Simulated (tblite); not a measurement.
**Geometry relaxation of C7H12NPSi (part 1 of 3)**

- system: C7H12NPSi, SMILES CN([SiH2]P)c1ccccc1
- method: GFN2-xTB geometry optimisation, gas phase (tblite 0.8.0)

It belongs to a series of runs on one base structure; here: H on N replaced by Ph.

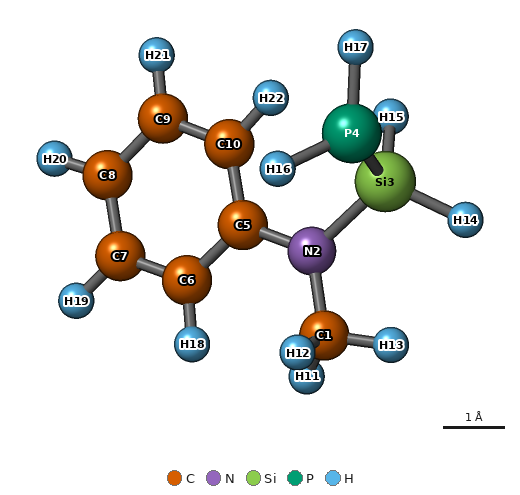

Figure 1. The structure as given in the input (ball-and-stick view, seen at a tilt; atoms are numbered from 1 in the order of the input).

The input:
```
{"job": {"kind": "relax", "xc": "GFN2-xTB", "basis": "xTB"}, "charge": 0, "multiplicity": 1}
C     -1.320700     1.864000     0.721900
N     -0.901100     0.708100    -0.040400
Si    -2.171800    -0.161000    -0.951500
P     -3.039600    -1.785400     0.201000
C      0.459800     0.271800    -0.028500
C      1.418100     0.964000     0.687600
C      2.744600     0.565300     0.693200
C      3.154900    -0.548700    -0.023700
C      2.211000    -1.258700    -0.756500
C      0.885900    -0.839600    -0.748300
H     -0.599600     2.671500     0.737900
H     -1.681100     1.580300     1.754200
H     -2.262900     2.267800     0.249000
H     -3.256300     0.751400    -1.361300
H     -1.533700    -0.686300    -2.147700
H     -2.533900    -1.870800     1.578700
H     -3.112000    -3.052700    -0.461300
H      1.185300     1.836500     1.279100
H      3.488700     1.120000     1.279500
H      4.198300    -0.833400     0.010300
H      2.462100    -2.124000    -1.335300
H      0.193600    -1.420700    -1.338600
```

The first line tells a small driver script what to run in tblite; the rest is the geometry in Å.

Run as:
```bash
OMP_NUM_THREADS=1 python <driver script> task.json out
```

Output:
```
step      E/eV     max force
  0    -768.59237    2.195
  1    -768.82920    1.688
  2    -769.03746    1.612
  3    -769.26538    1.739
  4    -769.45283    1.378
  5    -769.50523    0.845
  6    -769.54315    0.263
  7    -769.55186    0.243
  8    -769.56332    0.228
  9    -769.57181    0.266
 10    -769.58183    0.306
 11    -769.59443    0.345
 12    -769.60675    0.281
 13    -769.61519    0.257
 14    -769.62076    0.197
 15    -769.62504    0.143
 16    -769.62940    0.138
 17    -769.63423    0.168
 18    -769.63849    0.179
 19    -769.64192    0.170
 20    -769.64512    0.144
 21    -769.64886    0.125
 22    -769.65293    0.156
 23    -769.65615    0.130
 24    -769.65836    0.121
 25    -769.66040    0.109
 26    -769.66285    0.106
 27    -769.66574    0.130
 28    -769.66896    0.120
 29    -769.67251    0.131
 30    -769.67658    0.173
 31    -769.68112    0.203
 32    -769.68488    0.151
 33    -769.68726    0.097
 34    -769.68922    0.099
 35    -769.69130    0.137
 36    -769.69322    0.141
 37    -769.69474    0.113
 38    -769.69626    0.075
 39    -769.69767    0.100
 40    -769.69867    0.101
 41    -769.69973    0.092
 42    -769.70072    0.117
 43    -769.70210    0.105
 44    -769.70390    0.112
 45    -769.70602    0.106
 46    -769.70795    0.121
 47    -769.70927    0.116
 48    -769.71022    0.096
 49    -769.71103    0.094
 50    -769.71199    0.108
 51    -769.71341    0.125
 52    -769.71550    0.098
 53    -769.71671    0.090
 54    -769.71763    0.074
 55    -769.71833    0.066
 56    -769.71929    0.094
 57    -769.72059    0.113
 58    -769.72212    0.104
 59    -769.72348    0.097
 60    -769.72499    0.129
 61    -769.72672    0.110
 62    -769.72977    0.109
 63    -769.73139    0.106
 64    -769.73338    0.108
 65    -769.73494    0.102
 66    -769.73688    0.106
 67    -769.73899    0.100
 68    -769.74089    0.093
 69    -769.74264    0.073
 70    -769.74385    0.077
 71    -769.74525    0.088
 72    -769.74684    0.101
 73    -769.74905    0.100
 74    -769.75096    0.110
 75    -769.75259    0.103
 76    -769.75394    0.081
 77    -769.75523    0.071
 78    -769.75636    0.075
 79    -769.75724    0.077
 80    -769.75806    0.052
 81    -769.75881    0.051
 82    -769.75942    0.047
 83    -769.75987    0.044
 84    -769.76035    0.043
 85    -769.76081    0.037
 86    -769.76123    0.038
 87    -769.76157    0.038
 88    -769.76190    0.040
 89    -769.76224    0.041
 90    -769.76259    0.039
 91    -769.76296    0.045
 92    -769.76335    0.046
 93    -769.76375    0.041
 94    -769.76409    0.037
 95    -769.76437    0.034
 96    -769.76465    0.037
 97    -769.76499    0.037
 98    -769.76538    0.043
 99    -769.76572    0.042
100    -769.76593    0.030
101    -769.76608    0.023
102    -769.76625    0.022
103    -769.76646    0.033
104    -769.76667    0.034
105    -769.76685    0.023
106    -769.76697    0.023
107    -769.76708    0.022
108    -769.76721    0.033
109    -769.76736    0.029
110    -769.76756    0.026
111    -769.76772    0.027
112    -769.76785    0.025
113    -769.76799    0.027
114    -769.76816    0.027
115    -769.76833    0.037
116    -769.76851    0.038
117    -769.76871    0.029
118    -769.76893    0.033
119    -769.76913    0.028
120    -769.76931    0.029
121    -769.76947    0.037
122    -769.76969    0.035
123    -769.76996    0.042
124    -769.77019    0.037
125    -769.77032    0.023
126    -769.77039    0.031
127    -769.77048    0.022
128    -769.77067    0.028
129    -769.77091    0.036
130    -769.77117    0.031
131    -769.77136    0.028
132    -769.77157    0.029
133    -769.77179    0.031
134    -769.77196    0.043
135    -769.77215    0.039
136    -769.77240    0.033
137    -769.77292    0.029
138    -769.77315    0.038
139    -769.77349    0.049
140    -769.77373    0.041
141    -769.77401    0.071
142    -769.77423    0.062
143    -769.77460    0.054
144    -769.77501    0.069
145    -769.77573    0.067
146    -769.77639    0.078
147    -769.77727    0.104
148    -769.77763    0.193
149    -769.77945    0.065
150    -769.78076    0.049
151    -769.78235    0.209
152    -769.78325    0.056
153    -769.78383    0.068
154    -769.78453    0.165
155    -769.78511    0.076
156    -769.78568    0.047
157    -769.78639    0.041
158    -769.78666    0.055
159    -769.78689    0.048
160    -769.78711    0.033
161    -769.78725    0.042
162    -769.78746    0.038
163    -769.78775    0.035
164    -769.78807    0.040
165    -769.78828    0.042
166    -769.78857    0.073
167    -769.78895    0.063
168    -769.78948    0.082
169    -769.79013    0.054
170    -769.79064    0.118
171    -769.79150    0.050
172    -769.79222    0.056
173    -769.79315    0.075
174    -769.79377    0.069
175    -769.79396    0.205
176    -769.79565    0.078
177    -769.79670    0.064
178    -769.79319    0.473
179    -769.79994    0.071
180    -769.80138    0.066
181    -769.79707    0.536
182    -769.80411    0.056
183    -769.80568    0.065
184    -769.80434    0.509
185    -769.80979    0.082
186    -769.81159    0.092
187    -769.81155    0.431
188    -769.81602    0.057
189    -769.81728    0.062
190    -769.81895    0.185
191    -769.82017    0.068
192    -769.82122    0.052
193    -769.82320    0.084
194    -769.82382    0.084
195    -769.82507    0.060
196    -769.82593    0.061
197    -769.82670    0.075
198    -769.82724    0.049
199    -769.82764    0.091
200    -769.82801    0.053
201    -769.82830    0.032
202    -769.82847    0.035
203    -769.82860    0.025
204    -769.82887    0.034
205    -769.82917    0.032
206    -769.82946    0.038
207    -769.82984    0.042
208    -769.83024    0.044
209    -769.83058    0.033
210    -769.83082    0.052
211    -769.83105    0.033
212    -769.83132    0.042
213    -769.83178    0.030
214    -769.83210    0.037
215    -769.83252    0.043
216    -769.83296    0.051
217    -769.83332    0.065
218    -769.83373    0.062
219    -769.83409    0.052
220    -769.83463    0.040
221    -769.83499    0.039
222    -769.83539    0.044
223    -769.83575    0.041
224    -769.83612    0.036
225    -769.83640    0.032
226    -769.83665    0.031
227    -769.83680    0.052
228    -769.83699    0.047
229    -769.83714    0.028
230    -769.83730    0.018
231    -769.83736    0.019
232    -769.83746    0.022
233    -769.83753    0.021
234    -769.83763    0.023
235    -769.83772    0.021
236    -769.83780    0.023
237    -769.83787    0.022
238    -769.83797    0.025
239    -769.83810    0.030
240    -769.83829    0.038
241    -769.83855    0.035
242    -769.83895    0.046
243    -769.83956    0.064
244    -769.84039    0.077
245    -769.84126    0.070
246    -769.84223    0.060
247    -769.84304    0.067
248    -769.84346    0.070
249    -769.84423    0.058
250    -769.84483    0.054
251    -769.84564    0.045
252    -769.84608    0.046
253    -769.84671    0.048
254    -769.84710    0.042
255    -769.84740    0.034
256    -769.84760    0.026
257    -769.84780    0.026
258    -769.84793    0.026
259    -769.84809    0.024
260    -769.84824    0.023
261    -769.84837    0.022
262    -769.84852    0.026
263    -769.84868    0.026
264    -769.84884    0.025
265    -769.84899    0.027
266    -769.84914    0.026
267    -769.84928    0.030
268    -769.84940    0.028
269    -769.84950    0.024
270    -769.84960    0.023
271    -769.84970    0.029
272    -769.84980    0.028
273    -769.84989    0.026
274    -769.84995    0.015
275    -769.85001    0.014
276    -769.85006    0.015
277    -769.85011    0.013
278    -769.85015    0.012
279    -769.85018    0.010
280    -769.85020    0.010
281    -769.85021    0.007
```

Trajectory as extended XYZ (Å, eV, eV/Å), 22 of the 282 frames kept, from step=0 to step=281:
```
22
Properties=species:S:1:pos:R:3:forces:R:3 step=0 energy=-768.59237
C    -1.3207    1.8640    0.7219   -1.7270  -0.2200   0.1420
N    -0.9011    0.7081   -0.0404    0.2500  -0.7360  -0.7020
Si   -2.1718   -0.1610   -0.9515    1.4120   0.5300   0.0640
P    -3.0396   -1.7854    0.2010   -1.6350  -0.5130   1.3720
C     0.4598    0.2718   -0.0285   -1.4930   0.5610  -0.0160
C     1.4181    0.9640    0.6876    0.6870   0.4180   0.5320
C     2.7446    0.5653    0.6932    0.3080  -0.0830   0.0770
C     3.1549   -0.5487   -0.0237   -0.0190   0.0060  -0.0050
C     2.2110   -1.2587   -0.7565   -0.3160   0.7140   0.4410
C     0.8859   -0.8396   -0.7483    0.1920  -0.4710  -0.2570
H    -0.5996    2.6715    0.7379    0.1150  -0.0870   0.1200
H    -1.6811    1.5803    1.7542    0.8050   0.2510  -0.6420
H    -2.2629    2.2678    0.2490    0.9420  -0.2530   0.2340
H    -3.2563    0.7514   -1.3613    0.2100  -0.0570   0.2730
H    -1.5337   -0.6863   -2.1477   -0.0950   0.0730  -0.3230
H    -2.5339   -1.8708    1.5787    0.0620  -0.4430  -1.7300
H    -3.1120   -3.0527   -0.4613    0.8470   0.8030   0.7790
H     1.1853    1.8365    1.2791   -0.1770  -0.0400  -0.0240
H     3.4887    1.1200    1.2795   -0.4520  -0.1910  -0.2820
H     4.1983   -0.8334    0.0103   -0.1140  -0.1140  -0.1150
H     2.4621   -2.1240   -1.3353    0.2160  -0.1980  -0.0890
H     0.1936   -1.4207   -1.3386   -0.0180   0.0490   0.1510
22
Properties=species:S:1:pos:R:3:forces:R:3 step=13 energy=-769.61519
C    -1.3254    1.7972    0.6760   -0.1250   0.0490   0.0770
N    -0.8964    0.6556   -0.0928   -0.0360   0.0080  -0.0980
Si   -2.1624   -0.2067   -0.9185   -0.0480  -0.1000  -0.0820
P    -3.3180   -1.7181    0.2970    0.0170   0.0530   0.0030
C     0.4361    0.2789   -0.0196   -0.0170  -0.0120   0.0060
C     1.3977    0.9816    0.7136    0.0820  -0.0490   0.0380
C     2.7244    0.5836    0.7120    0.0060  -0.0520  -0.0030
C     3.1322   -0.5217   -0.0123    0.0670  -0.0380  -0.0180
C     2.1880   -1.2362   -0.7317    0.0020   0.0210   0.0340
C     0.8662   -0.8476   -0.7234    0.0640  -0.0670  -0.0030
H    -0.5744    2.5806    0.6536    0.0210   0.0870   0.0490
H    -1.5483    1.5097    1.7044    0.1430   0.0830   0.1970
H    -2.2382    2.2041    0.2523   -0.0680   0.0200  -0.0680
H    -3.1596    0.8022   -1.2542   -0.0970   0.1470  -0.0220
H    -1.6396   -0.7241   -2.1761   -0.0300  -0.0740  -0.1080
H    -2.3780   -1.8964    1.2927    0.0930  -0.0090   0.0330
H    -2.8911   -2.8376   -0.3890    0.0290  -0.0180  -0.0310
H     1.1442    1.8414    1.3108   -0.0720   0.0070   0.0070
H     3.4448    1.1464    1.2945   -0.0850  -0.0530  -0.0700
H     4.1650   -0.8376   -0.0132   -0.0070   0.0540   0.0180
H     2.4759   -2.1066   -1.3043    0.0360   0.0070   0.0410
H     0.1463   -1.4295   -1.2729    0.0270  -0.0630  -0.0020
22
Properties=species:S:1:pos:R:3:forces:R:3 step=27 energy=-769.66574
C    -1.3156    1.8082    0.6871    0.0800  -0.0500  -0.0630
N    -0.9124    0.6662   -0.1158   -0.0300  -0.0470  -0.0050
Si   -2.1898   -0.1669   -0.9636   -0.0830   0.0680  -0.0740
P    -3.2460   -1.6911    0.3185   -0.0150  -0.0240  -0.0090
C     0.4095    0.2411   -0.0237   -0.0190   0.0020  -0.0220
C     1.3611    0.9422    0.7267   -0.0980  -0.0130  -0.0290
C     2.6926    0.5707    0.7250   -0.0660   0.0360   0.0220
C     3.1237   -0.5214   -0.0026   -0.0320   0.0020   0.0070
C     2.1860   -1.2623   -0.7037   -0.0020   0.0130   0.0090
C     0.8532   -0.8984   -0.7082    0.0050   0.0410   0.0060
H    -0.6098    2.6317    0.5602   -0.0590  -0.0180   0.0100
H    -1.3836    1.5426    1.7482    0.0680   0.0560  -0.0560
H    -2.2917    2.1586    0.3582    0.0210  -0.0670   0.0380
H    -3.1718    0.8830   -1.2747    0.0480  -0.0750   0.0300
H    -1.7494   -0.7463   -2.2330    0.0810   0.0570   0.0190
H    -2.2128   -1.8546    1.2197    0.0730   0.0010   0.0620
H    -2.8414   -2.7917   -0.4135   -0.0300  -0.0130  -0.0200
H     1.0715    1.7925    1.3220    0.0450  -0.0080   0.0000
H     3.3916    1.1565    1.3031    0.0530  -0.0210   0.0100
H     4.1675   -0.7929   -0.0127    0.0070  -0.0460  -0.0090
H     2.5019   -2.1351   -1.2585   -0.0460   0.0070   0.0140
H     0.1553   -1.5131   -1.2596   -0.0020   0.0990   0.0600
22
Properties=species:S:1:pos:R:3:forces:R:3 step=40 energy=-769.69867
C    -1.3028    1.8131    0.6771   -0.0100  -0.0170   0.0060
N    -0.9312    0.6667   -0.1224    0.0280  -0.0030  -0.0090
Si   -2.1910   -0.1509   -1.0044    0.0280  -0.0760   0.0610
P    -3.1593   -1.6822    0.3426    0.0250  -0.0410   0.0110
C     0.3868    0.2448   -0.0279    0.0230   0.0150   0.0150
C     1.3320    0.9420    0.7324    0.0380   0.0070   0.0020
C     2.6607    0.5601    0.7405    0.0200  -0.0200  -0.0030
C     3.0891   -0.5369    0.0164    0.0130  -0.0110   0.0120
C     2.1531   -1.2785   -0.6863    0.0040   0.0190   0.0220
C     0.8264   -0.8983   -0.7029    0.0050   0.0010   0.0080
H    -0.6954    2.6795    0.4073   -0.0250   0.0420   0.0030
H    -1.1762    1.6022    1.7424    0.0010   0.0330   0.0230
H    -2.3459    2.0559    0.5016   -0.0310   0.0100  -0.0060
H    -3.2072    0.8627   -1.2845   -0.0240   0.0330   0.0000
H    -1.6694   -0.6441   -2.2783   -0.0290  -0.0020  -0.0110
H    -2.0538   -1.8620    1.1612   -0.0070   0.0050  -0.0470
H    -2.8539   -2.8024   -0.4089   -0.0070   0.0220  -0.0340
H     1.0522    1.7917    1.3324   -0.0110   0.0240  -0.0470
H     3.3679    1.1338    1.3244   -0.0220  -0.0230  -0.0220
H     4.1327   -0.8126    0.0105   -0.0170  -0.0440   0.0080
H     2.4578   -2.1653   -1.2250   -0.0080   0.0360   0.0020
H     0.1172   -1.5000   -1.2491    0.0050  -0.0090   0.0060
```
